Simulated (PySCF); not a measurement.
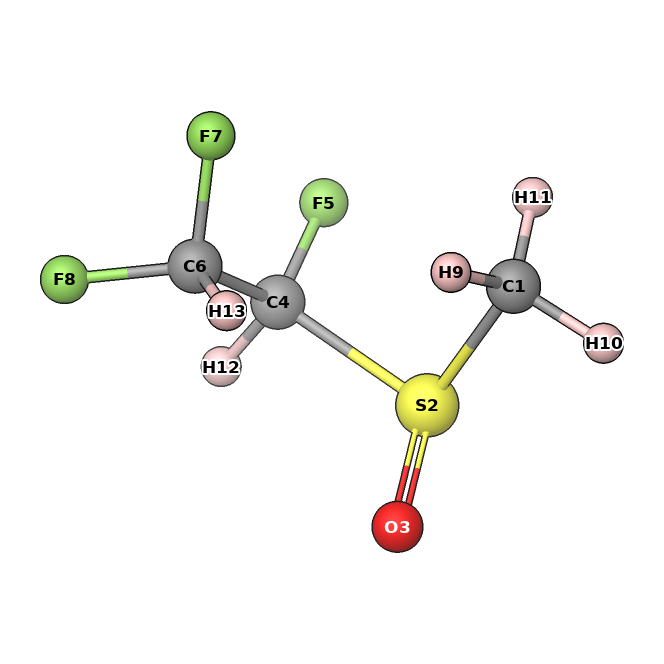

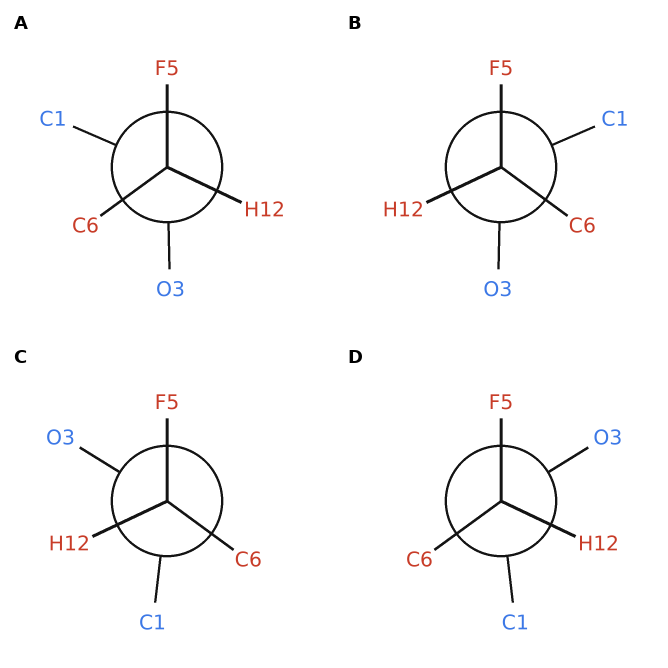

Atoms fade into the background with distance from the viewer. Bonds that would overlap in a projection are set slightly apart. Geometry: a frame of a GFN2-xTB molecular-dynamics simulation, not a minimum.

**Which Newman projection shows the view along C4–S2, with C4 in front?**

B. The torsion angle F5–C4–S2–O3 is −179°, antiperiplanar (anti).
